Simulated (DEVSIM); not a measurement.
Structure: abrupt In0.53Ga0.47As p-n junction, at 300 K.

| layer (left to right) | material | thickness (μm) | Nd (cm⁻³) | Na (cm⁻³) | τn (s) | τp (s) |
|---|---|---|---|---|---|---|
| 1 | In0.53Ga0.47As | 9.00 | - | 2.9e15 | 7.4e-8 | 7.4e-8 |
| 2 | In0.53Ga0.47As | 20.0 | 1.7e14 | - | 7.4e-8 | 7.4e-8 |

Left contact: ohmic. Right contact: ohmic. Voltage is applied to the left contact. Recombination: SRH at mid-gap, radiative. Mobility is μmin + (μ − μmin)/(1 + (N/Nref)^α).

The device is made up for the run: typed textbook-type constants, with dimensions and the other settings drawn at random. Values at 300 K.

```csv
parameter,In0.53Ga0.47As
gap (eV),0.74
affinity (eV),4.51
permittivity,13.9
Nc (cm⁻³),2.1e17
Nv (cm⁻³),7.7e18
μn (cm²/Vs),12000
μp (cm²/Vs),300
"μn,min",300
"μp,min",10
"Nref,n",1.3e17
"Nref,p",4.9e17
αn,0.48
αp,0.4
B (cm³/s),9.6e-11
```

Model (solved in DEVSIM): 1D drift-diffusion, Boltzmann statistics, complete ionisation; no tunnelling, impact ionisation, image-force lowering or self-heating.

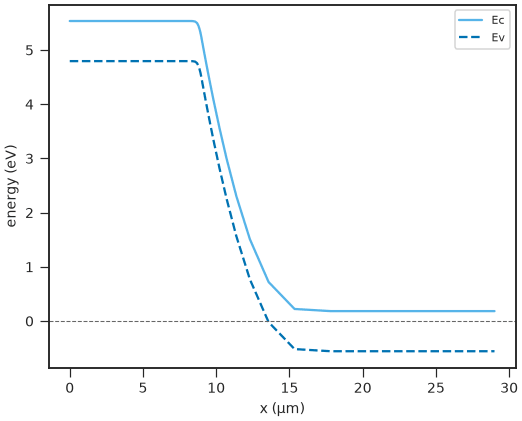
Figure: Band edges at -5.0 V on the left contact

Energies count from the Fermi level of the right contact; mesh points crowd at the junctions.

```json
[
 {"x (μm)": "0.000", "Ec (eV)": "5.536", "Ev (eV)": "4.796", "n (cm⁻³)": "2.1e8", "p (cm⁻³)": "2.9e15", "field (V/cm)": "≈ 0"},
 {"x (μm)": "0.03981", "Ec (eV)": "5.536", "Ev (eV)": "4.796", "n (cm⁻³)": "2.1e8", "p (cm⁻³)": "2.9e15", "field (V/cm)": "≈ 0"},
 {"x (μm)": "0.1453", "Ec (eV)": "5.536", "Ev (eV)": "4.796", "n (cm⁻³)": "2.0e8", "p (cm⁻³)": "2.9e15", "field (V/cm)": "≈ 0"},
 {"x (μm)": "0.4434", "Ec (eV)": "5.536", "Ev (eV)": "4.796", "n (cm⁻³)": "2.0e8", "p (cm⁻³)": "2.9e15", "field (V/cm)": "≈ 0"},
 {"x (μm)": "1.690", "Ec (eV)": "5.536", "Ev (eV)": "4.796", "n (cm⁻³)": "1.7e8", "p (cm⁻³)": "2.9e15", "field (V/cm)": "≈ 0"},
 {"x (μm)": "4.500", "Ec (eV)": "5.536", "Ev (eV)": "4.796", "n (cm⁻³)": "9.9e7", "p (cm⁻³)": "2.9e15", "field (V/cm)": "≈ 0"},
 {"x (μm)": "7.317", "Ec (eV)": "5.536", "Ev (eV)": "4.796", "n (cm⁻³)": "3.1e7", "p (cm⁻³)": "2.9e15", "field (V/cm)": "≈ 0"},
 {"x (μm)": "8.558", "Ec (eV)": "5.527", "Ev (eV)": "4.787", "n (cm⁻³)": "2600000", "p (cm⁻³)": "2.0e15", "field (V/cm)": "-1100"},
 {"x (μm)": "8.855", "Ec (eV)": "5.392", "Ev (eV)": "4.652", "n (cm⁻³)": "660000", "p (cm⁻³)": "1.1e13", "field (V/cm)": "-9400"},
 {"x (μm)": "8.960", "Ec (eV)": "5.272", "Ev (eV)": "4.532", "n (cm⁻³)": "720000", "p (cm⁻³)": "1.1e11", "field (V/cm)": "-13000"},
 {"x (μm)": "9.000", "Ec (eV)": "5.216", "Ev (eV)": "4.476", "n (cm⁻³)": "740000", "p (cm⁻³)": "1.3e10", "field (V/cm)": "-15000"},
 {"x (μm)": "9.065", "Ec (eV)": "5.121", "Ev (eV)": "4.381", "n (cm⁻³)": "940000", "p (cm⁻³)": "1.0e9", "field (V/cm)": "-15000"},
 {"x (μm)": "9.211", "Ec (eV)": "4.907", "Ev (eV)": "4.167", "n (cm⁻³)": "1400000", "p (cm⁻³)": "7.1e8", "field (V/cm)": "-14000"},
 {"x (μm)": "9.601", "Ec (eV)": "4.361", "Ev (eV)": "3.621", "n (cm⁻³)": "2800000", "p (cm⁻³)": "7.1e8", "field (V/cm)": "-14000"},
 {"x (μm)": "11.37", "Ec (eV)": "2.306", "Ev (eV)": "1.566", "n (cm⁻³)": "1.3e7", "p (cm⁻³)": "6.6e8", "field (V/cm)": "-9600"},
 {"x (μm)": "15.35", "Ec (eV)": "0.224", "Ev (eV)": "-0.516", "n (cm⁻³)": "3.7e13", "p (cm⁻³)": "1.4e8", "field (V/cm)": "-950"},
 {"x (μm)": "22.88", "Ec (eV)": "0.184", "Ev (eV)": "-0.556", "n (cm⁻³)": "1.7e14", "p (cm⁻³)": "2.4e9", "field (V/cm)": "≈ 0"},
 {"x (μm)": "26.71", "Ec (eV)": "0.184", "Ev (eV)": "-0.556", "n (cm⁻³)": "1.7e14", "p (cm⁻³)": "3.1e9", "field (V/cm)": "≈ 0"},
 {"x (μm)": "28.39", "Ec (eV)": "0.184", "Ev (eV)": "-0.556", "n (cm⁻³)": "1.7e14", "p (cm⁻³)": "3.4e9", "field (V/cm)": "≈ 0"},
 {"x (μm)": "28.80", "Ec (eV)": "0.184", "Ev (eV)": "-0.556", "n (cm⁻³)": "1.7e14", "p (cm⁻³)": "3.5e9", "field (V/cm)": "≈ 0"},
 {"x (μm)": "28.94", "Ec (eV)": "0.184", "Ev (eV)": "-0.556", "n (cm⁻³)": "1.7e14", "p (cm⁻³)": "3.5e9", "field (V/cm)": "≈ 0"},
 {"x (μm)": "29.00", "Ec (eV)": "0.184", "Ev (eV)": "-0.556", "n (cm⁻³)": "1.7e14", "p (cm⁻³)": "3.5e9", "field (V/cm)": "≈ 0"}
]
```
